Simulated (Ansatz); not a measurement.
The calculation's input:

```
crystal:
  periodic: [false, false, false]
  atoms:
    - { symbol: C, position_ang: [-0.01883, 2.29119, 0.20859] }
    - { symbol: C, position_ang: [-0.00256, 0.96337, 0.09042] }
    - { symbol: C, position_ang: [0.00389, -0.28309, -0.02407] }
    - { symbol: Al, position_ang: [0.01916, -2.29302, -0.20904] }
    - { symbol: H, position_ang: [-0.75376, 2.89058, -0.31638] }
    - { symbol: H, position_ang: [0.7015, 2.80835, 0.83242] }
    - { symbol: H, position_ang: [0.77699, -3.08832, -1.32991] }
    - { symbol: H, position_ang: [-0.72639, -3.28906, 0.74797] }
total_charge: 1
magnetization:
  spin_polarized: true
basis:
  gaussian: { orbitals: def2-SVP }
hamiltonian:
  xc: r2scan
  dispersion: d4
relax:
  f_tol: 0.02
  max_steps: 50
output:
  orbitals: {}
```

Launched as:

```sh
ansatz run input.yaml --threads 2 --pin off --max-ram 3072MiB --backend cpu --events-out ev --progress --plain --runs-dir out
```

The fields are those of the run's last geometry, not of the input's.

Theory: UKS r2SCAN-D4/def2-SVP in Ansatz 0.2.0.

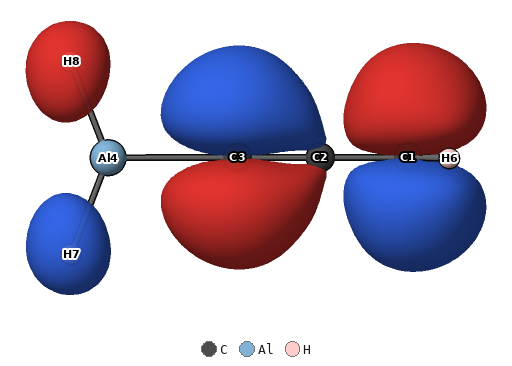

C$_{3}$H$_{4}$Al (charge +1). The LUMO at ±0.08 Å⁻³ᐟ² (blue and red are the two phases), seen across its widest extent.

Question: Describe this orbital and give its energy.

Answer: Its weight (Hirshfeld) is mainly on C1 (about 40 %), C3 (about 35 %) and C2 (about 10 %). Its energy is −10.75 eV.
